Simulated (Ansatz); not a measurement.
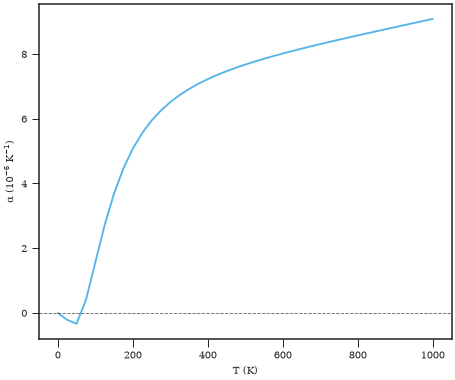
*Linear thermal expansion of ZnS in the zinc blende structure from quasi-harmonic lattice dynamics, DFT at the LDA level (Ansatz, a first-principles code)*

Another polymorph of this substance is known too; which is more stable was not tested here. Dynamical quadrupoles are not included in the interpolation of the phonons between the solved wave vectors.

**Question.** Read off α at 500 K, and say whether it is negative anywhere.

**Answer.** About 7.7 × 10⁻⁶ K⁻¹. It is negative at low temperature and turns positive near 61 K; the lowest value on the 25 K grid is -0.33 × 10⁻⁶ K⁻¹.

The PAW data sets were generated under PBE and serve the other functionals too.
